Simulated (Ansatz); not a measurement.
# Run report: CH10Si2, molecular dynamics (part 1 of 3)

System: CH10Si2.
Method: RKS SPW92 (LDA)/def2-SVP (Ansatz 0.2.0).

Figures and captions count atoms from 1; the log counts them from 0 in places.

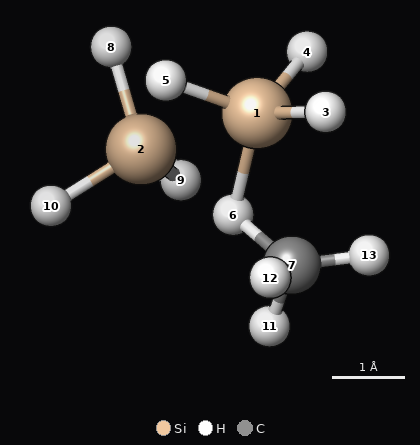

*The input geometry (ball-and-stick view, seen at a tilt; atoms are numbered from 1 in the order of the input).*

Bond lengths as drawn: C–H 1.09 to 1.34 Å and H–Si 1.49 to 1.65 Å.

The input
```yaml
crystal:
  periodic: [false, false, false]
  atoms:
    - {symbol: Si, position_ang: [-0.201406, 0.905444, 0.740705]}
    - {symbol: Si, position_ang: [1.461530, -1.147731, 0.258715]}
    - {symbol: H, position_ang: [-1.261493, 1.986905, 0.782140]}
    - {symbol: H, position_ang: [-0.440599, 0.166043, 2.007325]}
    - {symbol: H, position_ang: [1.048211, 1.689419, 0.557084]}
    - {symbol: H, position_ang: [-0.221616, -0.232554, -0.457925]}
    - {symbol: C, position_ang: [-1.326361, 0.287011, -1.016738]}
    - {symbol: H, position_ang: [2.324467, -0.865782, 1.446816]}
    - {symbol: H, position_ang: [0.996508, -2.565860, 0.396312]}
    - {symbol: H, position_ang: [2.360878, -1.112358, -0.939443]}
    - {symbol: H, position_ang: [-1.212934, -0.533829, -1.735528]}
    - {symbol: H, position_ang: [-1.247983, 1.239285, -1.540174]}
    - {symbol: H, position_ang: [-2.279104, 0.183906, -0.499089]}
basis:
  gaussian: {orbitals: def2-SVP}
hamiltonian: {xc: lda}
md: {n_steps: 30, timestep: 0.25, temperature: 1000, ensemble: nve, seed: 369, initial_velocities: maxwell_boltzmann}
```

Run on 4 threads of AMD EPYC, 63 GiB of memory available, shared host.

Run as:
```bash
ansatz run in.yaml --threads 4 --pin off --events-out ev --progress --plain --max-ram 9574MiB
```

Log
```
Functional definition: SPW92
  name "SPW92"
  cite "Dirac, Proc. Camb. Phil. Soc. 26, 376 (1930) doi:10.1017/S0305004100016108"
  cite "Slater, Phys. Rev. 81, 385 (1951) doi:10.1103/PhysRev.81.385"
  cite "Perdew & Wang, Phys. Rev. B 45, 13244 (1992) doi:10.1103/PhysRevB.45.13244"
  exchange = slater_x
  correlation = pw_c
1130 factors; their error is unknown
mean field evaluation 1: about -16862.7738 eV, gradient 5.2e1 eV
mean field evaluation 2: about -16851.9059 eV, gradient 7.5e1 eV
mean field evaluation 4: about -16869.6859 eV, gradient 4.6e0 eV
mean field evaluation 8: about -16869.7824 eV, gradient 7.2e-2 eV
mean field evaluation 16: about -16869.7054 eV, gradient 7.7e-5 eV
mean field -16869.70544119 eV, -619.9502402666 hartree, gradient 1.2e-5 eV, S^2 0.000000; 0 other end points of the search recorded, 0 dependent functions left out
the calculation of the forces begins
reference -16869.70547957 eV, -619.9502416771 hartree; 22, 22 occupied and 78, 78 virtual orbitals, 1130 factors
md step     0: t =     0.00 fs  T =  1000.0 K  F+E_penalty+E_count = -16869.70544119 eV  E_kin = 1.421860 eV  conserved = -16868.28358120 eV  (27 SCF iters)
these checks for a lower state are left out or cut short: starts, cluster_reference, orbital_swaps, neighbouring_geometries, increment
1130 factors; their error is unknown
mean field -16869.69949270 eV, -619.9500216638 hartree, gradient 1.3e-5 eV, S^2 0.000000; 0 other end points of the search recorded, 0 dependent functions left out
the calculation of the forces begins
reference -16869.69953108 eV, -619.9500230742 hartree; 22, 22 occupied and 78, 78 virtual orbitals, 1130 factors
md step     1: t =     0.25 fs  T =   995.8 K  F+E_penalty+E_count = -16869.69949270 eV  E_kin = 1.415868 eV  conserved = -16868.28362509 eV  (29 SCF iters)
[... from here on the SCF iterations and repeated set-up lines of each step are left out, up to the last step ...]
md step     2: t =     0.50 fs  T =   979.9 K  F+E_penalty+E_count = -16869.67689134 eV  E_kin = 1.393288 eV  conserved = -16868.28360362 eV  (29 SCF iters)
md step     3: t =     0.75 fs  T =   952.7 K  F+E_penalty+E_count = -16869.63806549 eV  E_kin = 1.354547 eV  conserved = -16868.28351802 eV  (29 SCF iters)
md step     4: t =     1.00 fs  T =   915.1 K  F+E_penalty+E_count = -16869.58444986 eV  E_kin = 1.301077 eV  conserved = -16868.28337314 eV  (29 SCF iters)
md step     5: t =     1.25 fs  T =   868.7 K  F+E_penalty+E_count = -16869.51840030 eV  E_kin = 1.235221 eV  conserved = -16868.28317908 eV  (29 SCF iters)
md step     6: t =     1.50 fs  T =   815.9 K  F+E_penalty+E_count = -16869.44304318 eV  E_kin = 1.160095 eV  conserved = -16868.28294768 eV  (29 SCF iters)
md step     7: t =     1.75 fs  T =   759.1 K  F+E_penalty+E_count = -16869.36207773 eV  E_kin = 1.079383 eV  conserved = -16868.28269500 eV  (29 SCF iters)
md step     8: t =     2.00 fs  T =   701.3 K  F+E_penalty+E_count = -16869.27952933 eV  E_kin = 0.997091 eV  conserved = -16868.28243851 eV  (29 SCF iters)
md step     9: t =     2.25 fs  T =   645.1 K  F+E_penalty+E_count = -16869.19947468 eV  E_kin = 0.917279 eV  conserved = -16868.28219610 eV  (29 SCF iters)
md step    10: t =     2.50 fs  T =   593.4 K  F+E_penalty+E_count = -16869.12575736 eV  E_kin = 0.843771 eV  conserved = -16868.28198634 eV  (29 SCF iters)
md step    11: t =     2.75 fs  T =   548.5 K  F+E_penalty+E_count = -16869.06171240 eV  E_kin = 0.779889 eV  conserved = -16868.28182324 eV  (29 SCF iters)
md step    12: t =     3.00 fs  T =   512.2 K  F+E_penalty+E_count = -16869.00993935 eV  E_kin = 0.728222 eV  conserved = -16868.28171770 eV  (29 SCF iters)
md step    13: t =     3.25 fs  T =   485.6 K  F+E_penalty+E_count = -16868.97213785 eV  E_kin = 0.690464 eV  conserved = -16868.28167405 eV  (29 SCF iters)
md step    14: t =     3.50 fs  T =   469.3 K  F+E_penalty+E_count = -16868.94903307 eV  E_kin = 0.667342 eV  conserved = -16868.28169156 eV  (29 SCF iters)
md step    15: t =     3.75 fs  T =   463.2 K  F+E_penalty+E_count = -16868.94038944 eV  E_kin = 0.658626 eV  conserved = -16868.28176337 eV  (29 SCF iters)
md step    16: t =     4.00 fs  T =   466.5 K  F+E_penalty+E_count = -16868.94511007 eV  E_kin = 0.663232 eV  conserved = -16868.28187848 eV  (29 SCF iters)
md step    17: t =     4.25 fs  T =   477.8 K  F+E_penalty+E_count = -16868.96139941 eV  E_kin = 0.679375 eV  conserved = -16868.28202398 eV  (28 SCF iters)
md step    18: t =     4.50 fs  T =   495.7 K  F+E_penalty+E_count = -16868.98696128 eV  E_kin = 0.704775 eV  conserved = -16868.28218638 eV  (28 SCF iters)
md step    19: t =     4.75 fs  T =   518.2 K  F+E_penalty+E_count = -16869.01920593 eV  E_kin = 0.736852 eV  conserved = -16868.28235364 eV  (28 SCF iters)
md step    20: t =     5.00 fs  T =   543.6 K  F+E_penalty+E_count = -16869.05544043 eV  E_kin = 0.772925 eV  conserved = -16868.28251581 eV  (29 SCF iters)
md step    21: t =     5.25 fs  T =   569.9 K  F+E_penalty+E_count = -16869.09302881 eV  E_kin = 0.810363 eV  conserved = -16868.28266544 eV  (28 SCF iters)
md step    22: t =     5.50 fs  T =   595.5 K  F+E_penalty+E_count = -16869.12951578 eV  E_kin = 0.846718 eV  conserved = -16868.28279750 eV  (30 SCF iters)
md step    23: t =     5.75 fs  T =   618.8 K  F+E_penalty+E_count = -16869.16271664 eV  E_kin = 0.879808 eV  conserved = -16868.28290824 eV  (30 SCF iters)
md step    24: t =     6.00 fs  T =   638.5 K  F+E_penalty+E_count = -16869.19078406 eV  E_kin = 0.907789 eV  conserved = -16868.28299484 eV  (30 SCF iters)
md step    25: t =     6.25 fs  T =   653.5 K  F+E_penalty+E_count = -16869.21226184 eV  E_kin = 0.929207 eV  conserved = -16868.28305500 eV  (30 SCF iters)
md step    26: t =     6.50 fs  T =   663.3 K  F+E_penalty+E_count = -16869.22613487 eV  E_kin = 0.943050 eV  conserved = -16868.28308518 eV  (30 SCF iters)
md step    27: t =     6.75 fs  T =   667.3 K  F+E_penalty+E_count = -16869.23188374 eV  E_kin = 0.948802 eV  conserved = -16868.28308128 eV  (30 SCF iters)
md step    28: t =     7.00 fs  T =   665.7 K  F+E_penalty+E_count = -16869.22954083 eV  E_kin = 0.946500 eV  conserved = -16868.28304130 eV  (29 SCF iters)
md step    29: t =     7.25 fs  T =   658.8 K  F+E_penalty+E_count = -16869.21973124 eV  E_kin = 0.936768 eV  conserved = -16868.28296316 eV  (29 SCF iters)
these checks for a lower state are left out or cut short: starts, cluster_reference, orbital_swaps, neighbouring_geometries, increment
1130 factors; their error is unknown
mean field -16869.20369206 eV, -619.9318013264 hartree, gradient 9.1e-6 eV, S^2 0.000000; 0 other end points of the search recorded, 0 dependent functions left out
the calculation of the forces begins
reference -16869.20373080 eV, -619.9318027501 hartree; 22, 22 occupied and 78, 78 virtual orbitals, 1130 factors
1130 factors; their error is unknown
mean field evaluation 256: about -16869.2798 eV, gradient 3.5e-1 eV
mean field -16869.20369206 eV, -619.9318013264 hartree, gradient 1.0e-5 eV, S^2 0.000000; 1 other end points of the search recorded, 0 dependent functions left out
the calculation of the forces begins
reference -16869.20373080 eV, -619.9318027501 hartree; 22, 22 occupied and 78, 78 virtual orbitals, 1130 factors
md step    30: t =     7.50 fs  T =   647.6 K  F+E_penalty+E_count = -16869.20369206 eV  E_kin = 0.920843 eV  conserved = -16868.28284888 eV  (26 SCF iters)
```

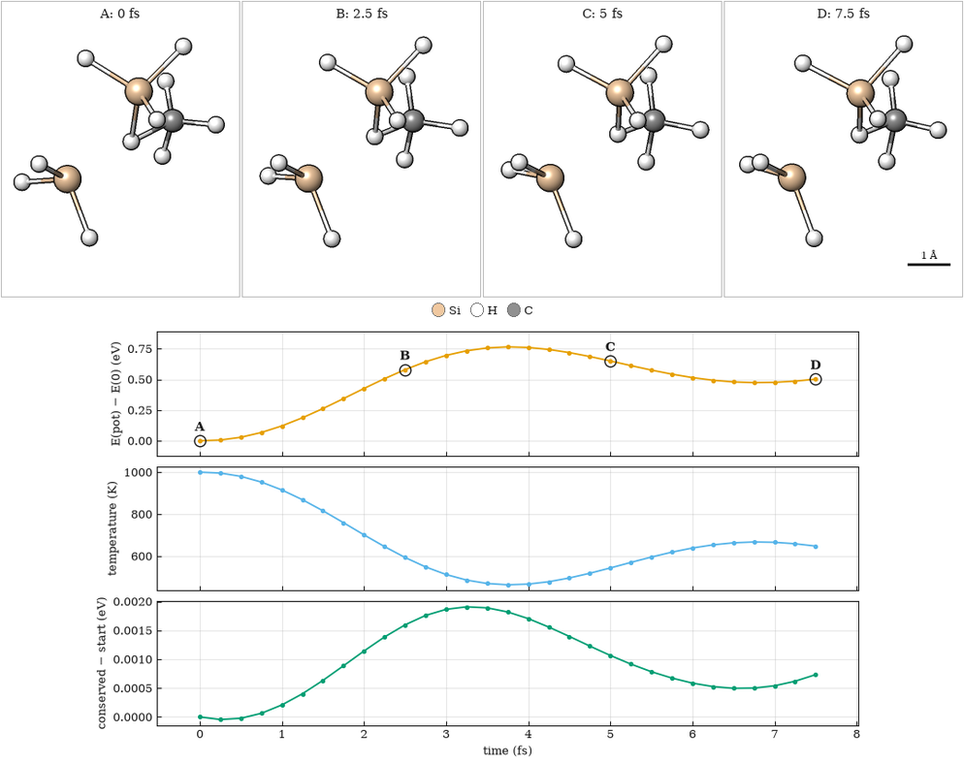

*Frames of the molecular dynamics (ball-and-stick, seen at a tilt) above the curves, on which the letters mark them.*

The trajectory kept here has 31 frames over 7.5 fs. The temperature starts at 1000 K, ranges from 463 to 1000 K and averages 584 K over the second half. The potential energy ends 0.502 eV above its first value. The conserved quantity stays within 0.002 eV. After an unweighted best fit of the last frame on the first, the root-mean-square displacement is 0.18 Å, and H9 has moved furthest (0.37 Å).

```
Total energy: -16869.20373080 eV, -619.9318027501 hartree
Atom 0 at    -0.157408     0.868000     0.733959 Å, force     1.794530     0.229100     1.854157 eV/Å
Atom 1 at     1.441927    -1.100775     0.263405 Å, force    -0.498916    -0.026232     0.522434 eV/Å
Atom 2 at    -1.245032     1.989021     0.888197 Å, force     0.115376    -0.527246    -0.463007 eV/Å
Atom 3 at    -0.474128    -0.087708     1.926075 Å, force    -0.020847     0.734134    -0.177101 eV/Å
Atom 4 at     1.137340     1.721375     0.663424 Å, force    -0.501802     0.029375     0.310777 eV/Å
Atom 5 at    -0.470246    -0.168660    -0.490205 Å, force     1.052443    -0.528452    -0.021284 eV/Å
Atom 6 at    -1.352600     0.263381    -1.025326 Å, force    -0.061953    -0.520044    -2.137541 eV/Å
Atom 7 at     2.329030    -0.872137     1.509814 Å, force    -0.245631    -0.106539    -0.444556 eV/Å
Atom 8 at     0.626298    -2.441097     0.582415 Å, force     0.811739     0.677724    -0.499462 eV/Å
Atom 9 at     2.367375    -1.074804    -0.973996 Å, force    -0.249469    -0.414614     0.339830 eV/Å
Atom 10 at    -1.083384    -0.505406    -1.819114 Å, force    -1.125905    -0.356025     0.516755 eV/Å
Atom 11 at    -1.239496     1.123637    -1.664072 Å, force     0.403411     1.386087     0.014806 eV/Å
Atom 12 at    -2.248477     0.287499    -0.445416 Å, force    -1.472977    -0.577269     0.184193 eV/Å
Dipole moment:    -0.515752     0.169974    -0.473332 e Å
```

Trajectory as extended XYZ (Å, eV, eV/Å), 31 frames, from step=0 to step=30
```
13
Properties=species:S:1:pos:R:3:forces:R:3 step=0 time_fs=0.0 energy=-16869.70544 temperature=1000.0
Si   -0.2014    0.9054    0.7407   -0.0738  -0.1325  -0.2093
Si    1.4615   -1.1477    0.2587   -0.3641   0.2420  -0.1005
H    -1.2615    1.9869    0.7821   -0.2807   0.2795   0.0060
H    -0.4406    0.1660    2.0073   -0.0327  -0.1927   0.3313
H     1.0482    1.6894    0.5571    0.3411   0.1886  -0.0298
H    -0.2216   -0.2326   -0.4579    0.1599  -0.2480  -0.0967
C    -1.3264    0.2870   -1.0167    0.3822   0.0680   0.4328
H     2.3245   -0.8658    1.4468    0.1794   0.0682   0.2563
H     0.9965   -2.5659    0.3963   -0.0819  -0.2996   0.0370
H     2.3609   -1.1124   -0.9394    0.2017   0.0033  -0.2399
H    -1.2129   -0.5338   -1.7355    0.1050  -0.4830  -0.3879
H    -1.2480    1.2393   -1.5402    0.0452   0.5683  -0.3128
H    -2.2791    0.1839   -0.4991   -0.5812  -0.0619   0.3136
13
Properties=species:S:1:pos:R:3:forces:R:3 step=1 time_fs=0.2 energy=-16869.69949 temperature=995.8
Si   -0.2004    0.9038    0.7405    0.1235   0.0540  -0.2590
Si    1.4606   -1.1469    0.2589   -0.1870   0.5869  -0.1000
H    -1.2595    1.9873    0.7877   -0.2825   0.2591  -0.0223
H    -0.4392    0.1623    1.9938   -0.0734  -0.2715   0.5088
H     1.0537    1.6907    0.5592    0.2639   0.1607  -0.0064
H    -0.2340   -0.2245   -0.4538    0.1637  -0.2927  -0.1905
C    -1.3262    0.2854   -1.0165    0.0981   0.3012   0.3655
H     2.3262   -0.8655    1.4516    0.1336   0.0520   0.1840
H     0.9901   -2.5439    0.4012   -0.1721  -0.6044   0.0534
H     2.3628   -1.1095   -0.9429    0.1507  -0.0130  -0.1760
H    -1.2046   -0.5300   -1.7408    0.0480  -0.5083  -0.3456
H    -1.2480    1.2404   -1.5523    0.0355   0.3428  -0.1278
H    -2.2852    0.1896   -0.4895   -0.3019  -0.0667   0.1160
13
Properties=species:S:1:pos:R:3:forces:R:3 step=2 time_fs=0.5 energy=-16869.67689 temperature=979.9
Si   -0.1994    0.9022    0.7403    0.3193   0.2478  -0.3083
Si    1.4596   -1.1461    0.2591    0.0001   0.9446  -0.1054
H    -1.2576    1.9878    0.7932   -0.2816   0.2361  -0.0501
H    -0.4378    0.1585    1.9806   -0.1147  -0.3524   0.6859
H     1.0593    1.6920    0.5613    0.1857   0.1321   0.0170
H    -0.2463   -0.2167   -0.4498    0.1723  -0.3410  -0.2827
C    -1.3261    0.2837   -1.0161   -0.1811   0.5229   0.2854
H     2.3281   -0.8652    1.4566    0.0871   0.0360   0.1114
H     0.9836   -2.5224    0.4062   -0.2714  -0.9223   0.0736
H     2.3648   -1.1067   -0.9465    0.0995  -0.0301  -0.1112
H    -1.1963   -0.5265   -1.7464   -0.0091  -0.5219  -0.2938
H    -1.2481    1.2418   -1.5644    0.0260   0.1232   0.0576
H    -2.2915    0.1952   -0.4799   -0.0320  -0.0750  -0.0794
```
